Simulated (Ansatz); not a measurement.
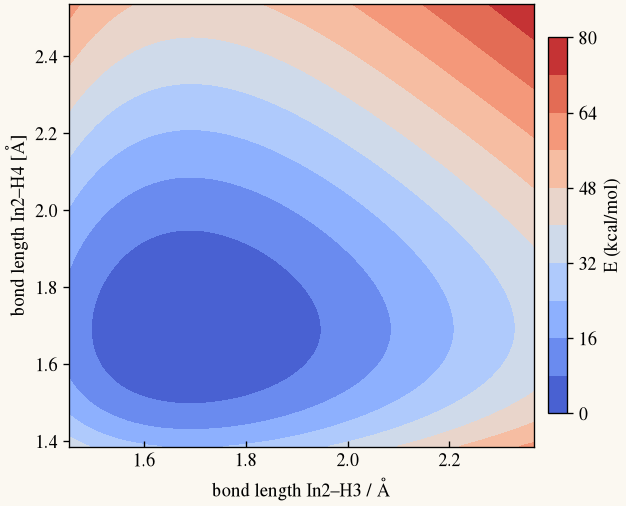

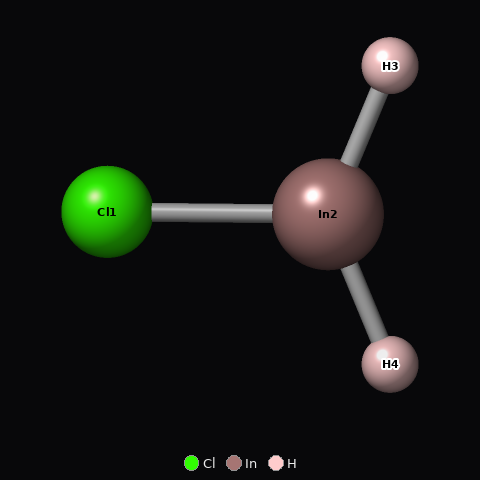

Energy landscape of ClH₂In, SMILES [Cl][InH2]. The first coordinate is: bond length In2–H3; the second: bond length In2–H4. Nothing is relaxed (all other coordinates rigid). Grid: 15 × 15 points. All energies are given in kcal/mol relative to the relaxed molecule at the same level. The restricted reference is unstable at some or all points, so the energies there are unreliable. Method: Ansatz, RHF-MP2, frozen core/def2-TZVP.

The picture shows filled contours. Between grid points the surface is interpolated. The second picture is the structure at the lowest point.

Summarise what can be read from the map.

The lowest grid point is at bond length In2–H3 = 1.714 Å, bond length In2–H4 = 1.714 Å, 0.19 kcal/mol from the relaxed molecule at the same level. It is the only kind of minimum in the scanned range. The highest grid point, bond length In2–H3 = 2.366 Å, bond length In2–H4 = 2.535 Å, lies 77.3 kcal/mol above the lowest. Round the minimum the contours are nearly round: the two directions are equally stiff and uncoupled.

Grid values (kcal/mol):

```
bond length In2–H4 ↓, bond length In2–H3 →  1.453  1.519  1.584  1.649  1.714  1.779  1.845  1.910  1.975  2.040  2.105  2.170  2.236  2.301  2.366
                                     2.535   58.6   51.8   47.8   45.8   45.5   46.5   48.4   51.0   54.1   57.7   61.4   65.4   69.5   73.5   77.5
                                     2.453   53.2   46.5   42.5   40.5   40.2   41.2   43.2   45.8   49.0   52.5   56.3   60.3   64.4   68.5   72.6
                                     2.371   47.8   41.0   37.0   35.1   34.8   35.8   37.8   40.5   43.7   47.3   51.1   55.1   59.3   63.4   67.5
                                     2.289   42.2   35.5   31.5   29.6   29.4   30.4   32.4   35.1   38.3   41.9   45.8   49.8   54.0   58.2   62.3
                                     2.207   36.7   30.0   26.0   24.2   23.9   24.9   26.9   29.7   32.9   36.6   40.5   44.5   48.7   52.9   57.1
                                     2.125   31.3   24.6   20.6   18.8   18.6   19.6   21.6   24.4   27.6   31.3   35.2   39.3   43.6   47.8   52.0
                                     2.042   26.1   19.4   15.4   13.6   13.4   14.4   16.5   19.2   22.5   26.2   30.2   34.3   38.6   42.8   47.1
                                     1.960   21.4   14.7   10.7    8.9    8.7    9.8   11.8   14.6   17.9   21.6   25.6   29.7   34.0   38.3   42.6
                                     1.878   17.4   10.7    6.7    4.9    4.7    5.8    7.8   10.6   14.0   17.7   21.7   25.8   30.2   34.5   38.8
                                     1.796   14.4    7.7    3.8    1.9    1.7    2.8    4.9    7.7   11.0   14.7   18.8   22.9   27.3   31.6   35.9
                                     1.714   12.9    6.2    2.2    0.4    0.2    1.3    3.4    6.2    9.5   13.3   17.3   21.5   25.8   30.2   34.5
                                     1.632   13.5    6.7    2.8    0.9    0.7    1.8    3.9    6.7   10.0   13.8   17.8   22.0   26.4   30.8   35.1
                                     1.550   16.9   10.1    6.1    4.2    4.0    5.1    7.2   10.0   13.3   17.1   21.1   25.3   29.7   34.1   38.5
                                     1.468   24.2   17.3   13.3   11.4   11.1   12.2   14.3   17.1   20.4   24.2   28.2   32.5   36.9   41.2   45.6
                                     1.386   36.7   29.7   25.7   23.7   23.5   24.5   26.5   29.3   32.7   36.4   40.5   44.7   49.1   53.5   57.9
```

Each point was launched as `ansatz run input.yaml --threads 1 --pin off --max-ram 2560MiB --backend cpu --events-out ev --progress --plain --runs-dir out`. Time for the 225 points that were run: 21 min on 1 thread of Arm Neoverse N1 (shared host).
